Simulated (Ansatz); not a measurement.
## Fields on a plane of AlNi (CsCl type)

```
CELL_PARAMETERS angstrom
      2.86332     0.00000     0.00000
      0.00000     2.86332     0.00000
      0.00000     0.00000     2.86332
ATOMIC_POSITIONS crystal
  Al 0.00000 0.00000 0.00000
  Ni 0.50000 0.50000 0.50000
```

The slice is a {110} plane (indices of the conventional cell) through the point (0.500, 0.500, 0.500) (fractional), spanned by u = [100] and v = [011] in vectors of this cell: u (2.86 Å) and v (4.05 Å, at 90° to u). It covers one period; positions are fractions (u, v).

Atoms on it: Al at (0.50, 0.50); Ni at (0.00, 0.00).

The numbers are results of r2SCAN (plane waves to 500 eV, PAW, scalar-relativistic; Ansatz, a program for electronic structure), not measurements. k mesh 16×16×16. These are valence fields of a PAW run, semicore shells included where kept as valence: close to a nucleus they are smooth pseudo fields. AlNi is run without spin polarisation. AlNi was relaxed with its symmetry unable to fall. The PAW data are Ansatz's earlier set.

```
|xxxxxxxx++--::::--++**++--::::--++xxxxxx|
|xxxxxx%%==--::::==******==::::--==%%xxxx|
|xxxx%%++--::::--++**##**++--::::--++%%xx|
|**++==--------==**%%%%%%**==--------==++|
|------------==**%%@@@@@@%%**==----------|
|::::------++**%%@@@@@@@@@@%%**++------::|
|------==++##%%@@@@@@@@@@@@@@%%##++==----|
|====++**%%@@@@@@%%%%%%%%%%@@@@@@%%**++==|
|**####%%@@@@@@##**======**##@@@@@@%%####|
|%%%%@@@@@@%%##==::..  ..::==##%%@@@@@@%%|
|@@@@@@@@@@##==..  xxxxxx  ..==##@@@@@@@@|
|@@@@@@@@%%++..  xxxxxxxxxx  ..++%%@@@@@@|
|@@@@@@@@##--  xxxxxxxxxxxxxx  --##@@@@@@|
|@@@@@@@@**--  xxxxxxxxxxxxxx  --**@@@@@@|
|@@@@@@@@##--  xxxxxxxxxxxxxx  --##@@@@@@|
|@@@@@@@@%%++..  xxxxxxxxxx  ..++%%@@@@@@|
|@@@@@@@@@@##==..  xxxxxx  ..==##@@@@@@@@|
|%%%%@@@@@@%%##==::..  ..::==##%%@@@@@@%%|
|**####%%@@@@@@##**======**##@@@@@@%%####|
|====++**%%@@@@@@%%%%%%%%%%@@@@@@%%**++==|
|------==++##%%@@@@@@@@@@@@@@%%##++==----|
|::::------++**%%@@@@@@@@@@%%**++------::|
|------------==**%%@@@@@@%%**==----------|
|**++==--------==**%%%%%%**==--------==++|
|xxxx%%++--::::--++**##**++--::::--++%%xx|
|xxxxxx%%==--::::==******==::::--==%%xxxx|
|xxxxxxxx++--::::--++**++--::::--++xxxxxx|
|xxxxxxxx**--::::--++**++--::::--**xxxxxx|
```
Scale: ten equal steps from 0.04 (start of ' ') to 0.52 (end of '@'), in the order ' .:-=+*#%@'. Values: electron localisation function (ELF). The map has 20 points along u (two characters each, u = 0 at the left) and 28 along v (v = 0 in the bottom row). Points within 0.5 Å of a nucleus are blanked (x), as the pseudised field means little there.

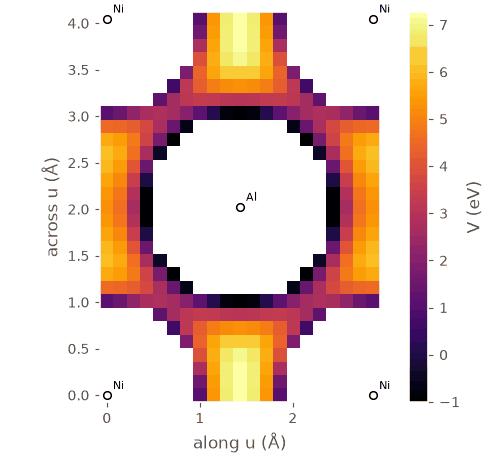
Figure. Electrostatic potential energy of an electron, from the cell's mean, in eV, one period of the plane, atoms marked. Points within 1 Å of a nucleus are left white, as the pseudised field means little there. Values under -1 eV are set to -1. The zero, the cell's mean, hangs on the PAW cores.

Density on the Al–Ni line (2.48 Å) at its midpoint: 0.30 e/Å³
ELF at that point: 0.39
ELF maximum in the middle third of the Al–Ni line: 0.50, 1.1 Å from Al
